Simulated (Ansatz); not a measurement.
# A computed series for TiSi2: response to strain

Consider TiSi2 (space group Cmcm, No. 63; a = 3.527 Å, b = 13.517 Å, c = 3.565 Å). Axes: x, y, z lie along a, b, c of the conventional cell.

Strains are applied to the cell and any free atomic positions relax; under biaxial strain the out-of-plane vector relaxes too.

Method: plane-wave PAW DFT at the r2SCAN level (Ansatz, a first-principles code, 500 eV), no spin-orbit coupling.

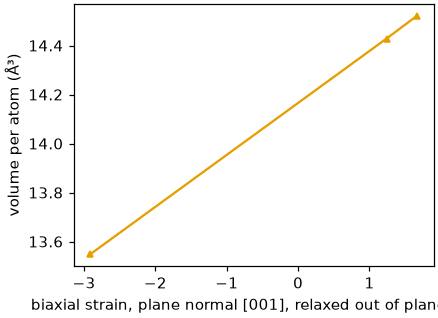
Figure: Volume per atom against biaxial strain, plane normal [001], relaxed out of plane

**Question.** From the plot, what is the volume per atom for biaxial strain +1.24 %, plane normal [001], relaxed out of plane?

**Answer.** About 14.43 Å³.

**Question.** Is the trend monotonic over the range shown?

**Answer.** Yes, it rises throughout, spanning 13.55 Å³ to 14.52 Å³.

Without a gap, meshes like the base's 14×14×13 leave anisotropic stresses uncertain by several tenths of a GPa, and small strain energies with them. No phonon test of stability was made. All final runs are without spin polarisation.
